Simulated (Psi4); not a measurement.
# triplet C3H4O at 5 levels

Wanted: a comparison of 5 runs (U-r2SCAN/cc-pVDZ, U-revPBE/cc-pVDZ, U-wB97X/cc-pVDZ, UM06-L/cc-pVDZ, USVWN5/cc-pVDZ) of triplet C3H4O. 

Program for the calculation: Psi4 1.11.

2 further runs of the same task are left out: 2 set aside as unsound or not needed.

## 1. The system as given

C3H4O has 8 atoms, charge 0, and is taken as a triplet. As SMILES of the parent species, `CC=C=O`. The coordinates come from a PBE0-D4/def2-TZVP relaxation. That shape belongs to the parent species and isn't relaxed for this state.

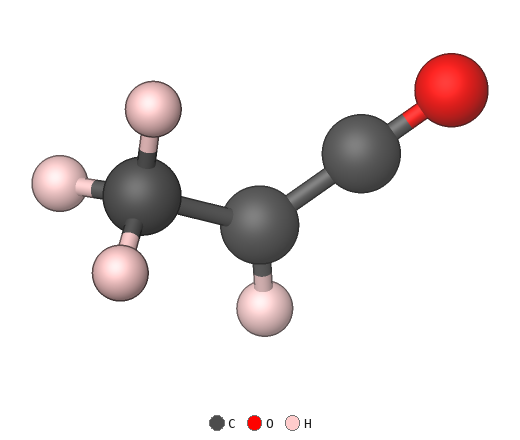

Viewed from a chosen angle; carbon dark grey, oxygen red, hydrogen pink.

## 2. A single-point energy at U-r2SCAN/cc-pVDZ (run 1)

File job.json:

```json
{
  "schema_name": "qcschema_input",
  "schema_version": 1,
  "molecule": {
    "schema_name": "qcschema_molecule",
    "schema_version": 2,
    "symbols": ["C", "C", "C", "O", "H", "H", "H", "H"],
    "geometry": [-0.996377, 1.5062629, -0.3470671, -0.16434948, -1.06521972, 0.51922115, 2.12146324, -1.94220382, 0.18400263, 4.15085902, -2.71629233, -0.11540557, -2.55439949, 1.36793495, -1.69650163, -1.63744769, 2.65523528, 1.24551849, 0.5430317, 2.51887264, -1.26983926, -1.4627803, -2.32464659, 1.4800335],
    "molecular_charge": 0,
    "molecular_multiplicity": 3,
    "fix_symmetry": "c1"
  },
  "driver": "energy",
  "model": {
    "method": "r2scan",
    "basis": "cc-pVDZ"
  },
  "keywords": {
    "reference": "uks",
    "puream": true,
    "e_convergence": 1e-09,
    "d_convergence": 1e-08,
    "scf_type": "pk",
    "dft_radial_points": 99,
    "dft_spherical_points": 590,
    "maxiter": 100,
    "scf_properties": ["MULLIKEN_CHARGES", "DIPOLE", "MAYER_INDICES"]
  }
}
```

Run with:

```
$ psi4 --qcschema job.json -n 1 --memory 2200MB
```

stdout:

```text
[...]
  Running in c1 symmetry.
[...]
  Nuclear repulsion =  102.657274755600483
[...]
  Multiplicity = 3
[...]
  Nalpha       = 16
  Nbeta        = 14
[...]
    Number of basis functions: 76
[...]
   @UKS iter   1:  -191.44071216112485   -1.27223e-01   9.06851e-03 ADIIS/DIIS
[...]
   @UKS iter  14:  -191.70138459194607   -2.72848e-12   5.55407e-09 DIIS
[...]
   @S^2 Observed:                2.010583619E+00
[...]
  @UKS Final Energy:  -191.70138459194607
   => Energetics <=
    Nuclear Repulsion Energy =            102.6572747556004828
    One-Electron Energy =                -462.1037630733575838
    Two-Electron Energy =                 194.0113743892942750
    DFT Exchange-Correlation Energy =     -26.2662706634832617
    Empirical Dispersion Energy =           0.0000000000000000
    VV10 Nonlocal Energy =                  0.0000000000000000
    Total Energy =                       -191.7013845919460664
[...]
 Multipole Moments:
 ------------------------------------------------------------------------------------
     Multipole            Electronic (a.u.)      Nuclear  (a.u.)        Total (a.u.)
 ------------------------------------------------------------------------------------
 L = 1.  Multiply by 2.5417464519 to convert [e a0] to [Debye]
 Dipole X            :          4.1968743           -5.1059281           -0.9090538
 Dipole Y            :         -3.6095625            4.1141787            0.5046163
 Dipole Z            :          0.2617692           -0.1972446            0.0645245
 Magnitude           :                                                    1.0417197
[...]
```

The result, in JSON:

```text
{
 "driver": "energy",
 "model": {
  "method": "r2scan",
  "basis": "cc-pVDZ"
 },
 "success": true,
 "return_result": -191.70138459194607,
 "properties": {
  "calcinfo_nbasis": 76,
  "calcinfo_nmo": 76,
  "calcinfo_nalpha": 16,
  "calcinfo_nbeta": 14,
  "calcinfo_natom": 8,
  "nuclear_repulsion_energy": 102.65727475560048,
  "return_energy": -191.70138459194607,
  "scf_one_electron_energy": -462.1037630733576,
  "scf_two_electron_energy": 194.01137438929428,
  "scf_xc_energy": -26.26627066348326,
  "scf_dipole_moment": [-0.9090538232480814, 0.5046162731911119, 0.064524524601338],
  "scf_total_energy": -191.70138459194607,
  "scf_iterations": 14
 }
}
```

Wall time 46 s (1 thread of Intel Xeon 6975P-C (Granite Rapids), shared host); peak memory 1.4 GiB.

## 3. The energy at U-revPBE/cc-pVDZ (run 2)

File calc.in:

```
memory 2.2 GB

molecule mol {
  0 3
  C     -0.99637700     1.50626290    -0.34706710
  C     -0.16434948    -1.06521972     0.51922115
  C      2.12146324    -1.94220382     0.18400263
  O      4.15085902    -2.71629233    -0.11540557
  H     -2.55439949     1.36793495    -1.69650163
  H     -1.63744769     2.65523528     1.24551849
  H      0.54303170     2.51887264    -1.26983926
  H     -1.46278030    -2.32464659     1.48003350
  units bohr
  symmetry c1
}

set {
  basis cc-pVDZ
  reference uks
  puream true
  e_convergence 1e-09
  d_convergence 1e-08
  scf_type pk
  dft_radial_points 99
  dft_spherical_points 590
  maxiter 100
}

e_tot, wfn = energy('revpbe', return_wfn=True)
oeprop(wfn, 'MULLIKEN_CHARGES', 'MAYER_INDICES', 'QUADRUPOLE', title='REVPBE')
print_variables()
```

Run with:

```
$ psi4 calc.in calc.out -n 1
```

calc.out:

```text
[...]
  Running in c1 symmetry.
[...]
  Nuclear repulsion =  102.657274755600483
[...]
  Multiplicity = 3
[...]
  Nalpha       = 16
  Nbeta        = 14
[...]
    Number of basis functions: 76
[...]
   @UKS iter   1:  -191.44435052363644   -3.87881e-02   9.78735e-03 ADIIS/DIIS
[...]
   @UKS iter  14:  -191.75427228262794   -6.53699e-13   2.19495e-09 DIIS
[...]
   @S^2 Observed:                2.003799626E+00
[...]
  @UKS Final Energy:  -191.75427228262794
   => Energetics <=
    Nuclear Repulsion Energy =            102.6572747556004828
    One-Electron Energy =                -462.1208279714550713
    Two-Electron Energy =                 194.0221221410407111
    DFT Exchange-Correlation Energy =     -26.3128412078140634
    Empirical Dispersion Energy =           0.0000000000000000
    VV10 Nonlocal Energy =                  0.0000000000000000
    Total Energy =                       -191.7542722826279373
[...]
 Multipole Moments:
 ------------------------------------------------------------------------------------
     Multipole            Electronic (a.u.)      Nuclear  (a.u.)        Total (a.u.)
 ------------------------------------------------------------------------------------
 L = 1.  Multiply by 2.5417464519 to convert [e a0] to [Debye]
 Dipole X            :          4.2993544           -5.1059281           -0.8065737
 Dipole Y            :         -3.6597720            4.1141787            0.4544067
 Dipole Z            :          0.2514807           -0.1972446            0.0542361
 Magnitude           :                                                    0.9273554
 L = 2.  Multiply by 1.3450342976 to convert [e a0^2] to [Debye ang]
 Quadrupole XX       :       -164.1538115          145.2531986          -18.9006129
 Quadrupole XY       :         97.3363540          -96.7180240            0.6183300
[...]
```

It took 22 s on 1 thread of Intel Xeon 6975P-C (Granite Rapids), shared host; peak memory 1.2 GiB.

Runs 3 to 4 aren't shown in full; the table further down has their settings and results.

## 4. Energy and gradient at USVWN5/cc-pVDZ (run 5)

File job.dat:

```
memory 2.2 GB

molecule system {
  0 3
  C     -0.527260     0.797080    -0.183660
  C     -0.086970    -0.563690     0.274760
  C      1.122630    -1.027770     0.097370
  O      2.196540    -1.437400    -0.061070
  H     -1.351730     0.723880    -0.897750
  H     -0.866500     1.405090     0.659100
  H      0.287360     1.332930    -0.671970
  H     -0.774070    -1.230150     0.783200
  symmetry c1
}

set {
  basis                cc-pVDZ
  reference            uks
  puream               true
  e_convergence        1e-09
  d_convergence        1e-08
  scf_type             pk
  dft_radial_points    99
  dft_spherical_points 590
  maxiter              100
}

e, wfn = gradient("scf", dft_functional={"name": "SVWN5", "x_functionals": {"LDA_X": {}}, "c_functionals": {"LDA_C_VWN": {}}}, return_wfn=True)
oeprop(wfn, "MULLIKEN_CHARGES", "WIBERG_LOWDIN_INDICES", "LOWDIN_CHARGES", title="SCF")
print_variables()
```

Run with:

```
$ psi4 -i job.dat -o job.out -n 1
```

job.out:

```text
[...]
  Running in c1 symmetry.
[...]
  Nuclear repulsion =  102.657274662979447
[...]
  Multiplicity = 3
[...]
  Nalpha       = 16
  Nbeta        = 14
[...]
    Number of basis functions: 76
[...]
   @UKS iter   1:  -189.80311989028505    7.08063e-02   1.06179e-02 DIIS/ADIIS
[...]
   @UKS iter  13:  -190.16631027256221   -4.66116e-12   7.58154e-09 DIIS
[...]
   @S^2 Observed:                2.001737419E+00
[...]
  @UKS Final Energy:  -190.16631027256221
   => Energetics <=
    Nuclear Repulsion Energy =            102.6572746629794466
    One-Electron Energy =                -462.0542380677441088
    Two-Electron Energy =                 193.9063235969983054
    DFT Exchange-Correlation Energy =     -24.6756704647958465
    Empirical Dispersion Energy =           0.0000000000000000
    VV10 Nonlocal Energy =                  0.0000000000000000
    Total Energy =                       -190.1663102725622139
[...]
  -Total Gradient:
     Atom            X                  Y                   Z
    ------   -----------------  -----------------  -----------------
       1       -0.006405785445     0.016796180731    -0.005462941362
       2        0.036164474731    -0.038418504526     0.005496029168
       3        0.021385184347    -0.016250896125     0.000392097066
       4       -0.097820646060     0.040458136452     0.013054348820
       5        0.015497005331     0.001204474211     0.007127908380
       6        0.009493097670    -0.007282210672    -0.012241743466
       7       -0.010673054497    -0.003246125374     0.004778862552
       8        0.032357839198     0.006733323725    -0.013141496312
[...]
```

It took 15 s on 1 thread of Intel Xeon 6975P-C (Granite Rapids), shared host; peak memory 0.54 GiB.

## 5. Overview of the runs

| run | level | task | energy (Eh) | dipole moment (D) | HOMO energy (eV) | ⟨S²⟩ | wall time |
| --- | --- | --- | --- | --- | --- | --- | --- |
| 1 | U-r2SCAN/cc-pVDZ | energy | -191.701385 | 2.65 | -1.96 | 2.011 | 46 s |
| 2 | U-revPBE/cc-pVDZ | energy | -191.754272 | 2.36 | -1.60 | 2.004 | 22 s |
| 3 | U-wB97X/cc-pVDZ | energy | -191.749254 | 2.86 | -5.26 | 2.012 | 23 s |
| 4 | UM06-L/cc-pVDZ | gradient | -191.783748 | 2.75 | -1.70 | 2.008 | 43 s |
| 5 | USVWN5/cc-pVDZ | gradient | -190.166310 | 2.49 | -1.69 | 2.002 | 15 s |

## 6. Results

```
                                 quantity          value
                      run 5: total energy  -190.16631 Eh
                     run 5: dipole moment         2.49 D
run 5: HOMO energy (highest over α and β)       -1.69 eV
                              run 5: ⟨S²⟩          2.002
          run 5: largest force on an atom     5.485 eV/Å
```

The dipole moment (its size) runs from 2.36 D (U-revPBE/cc-pVDZ) to 2.86 D (U-wB97X/cc-pVDZ). Totals of different functionals can't be ranked against each other. All runs together took 2.5 min, the longest 46 s.
